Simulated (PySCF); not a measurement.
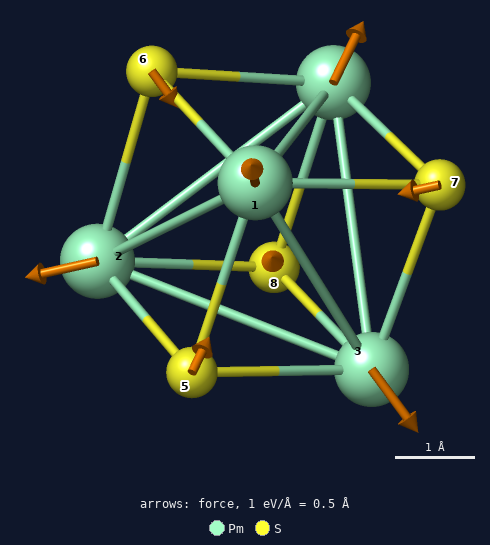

Starting geometry of Pm$_{4}$S$_{4}$ (charge +4) with the computed forces as orange arrows. The picture is a ball-and-stick view, seen at a tilt.

All numbers below come from PySCF 2.14.0, RKS B3LYP, Pm lcecp-1-SVP with ECP50, S def2-SVP; non-relativistic Hamiltonian with scalar-relativistic core potentials; density fitting. (symmetry kept (Td))

Question: What follows when this structure is relaxed?

Answer: It isn't relaxed: the largest force vector, on Pm atoms, is 2.03 eV/Å. The atoms end up moving mostly along the starting forces (cosine between the two patterns 0.95). The largest moves after the best rigid fit, 0.20 Å, are those of S atoms. Largest moves by element: S 0.20 Å, Pm 0.18 Å. Near-neighbour distances that change, for instance: Pm–Pm 3.786 → 4.083 Å, Pm–S 2.746 → 2.741 Å. Bond angles that change, for instance: S–Pm–S 92.8° → 83.3°, Pm–S–Pm 87.2° → 96.3°, Pm–Pm–S 92.0° → 85.4°. The energy falls by 27.4 kcal/mol in 6 geometry steps. The largest force component goes from 1.2 to 0.0021 eV/Å.
